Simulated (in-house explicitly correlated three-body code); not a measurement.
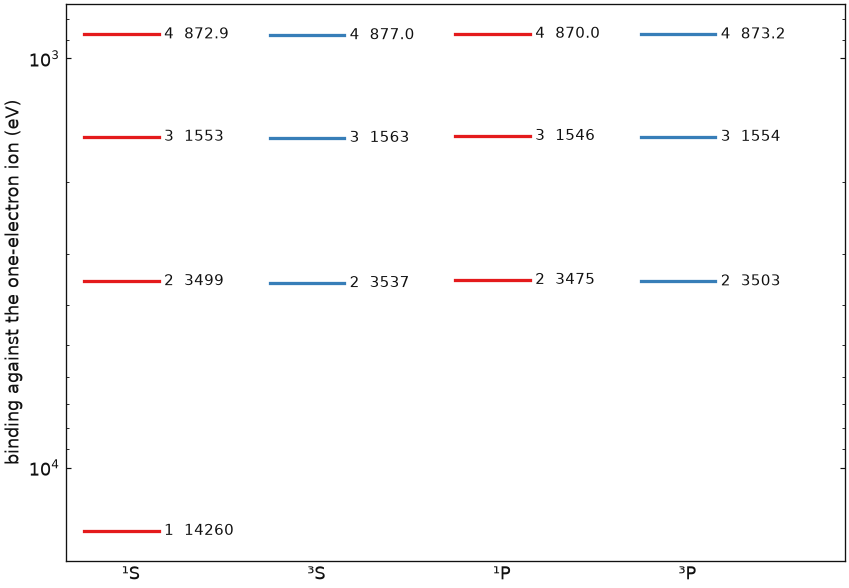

Two electrons around a point charge of unknown size. Computed variationally in 260 exponentially correlated functions with an in-house code, non-relativistic, converged to about 10⁻⁸ of the energy. The plot shows the bound S and P states that converged, by term and principal number n, on a logarithmic scale of binding.

What is the nuclear charge?

Answer. Z = 33 (arsenic). The outer electron of the excited states sees a charge of Z − 1, so they are bound by about 13.6 (Z − 1)²/n² eV. The ground state is bound by 14.26 keV. The n = 2 states drawn run, from the deepest, 2 ³S (3537 eV), 2 ³P (3503 eV), 2 ¹S (3499 eV), 2 ¹P (3475 eV). Exchange puts 2 ³S below 2 ¹S by 37.6 eV and 2 ³P below 2 ¹P by 28.4 eV. Quantum defects n − (Z − 1)/√(2 E(binding)): 2 ³S 0.015, 2 ³P 0.006, 2 ¹S 0.005, 2 ¹P −0.002.
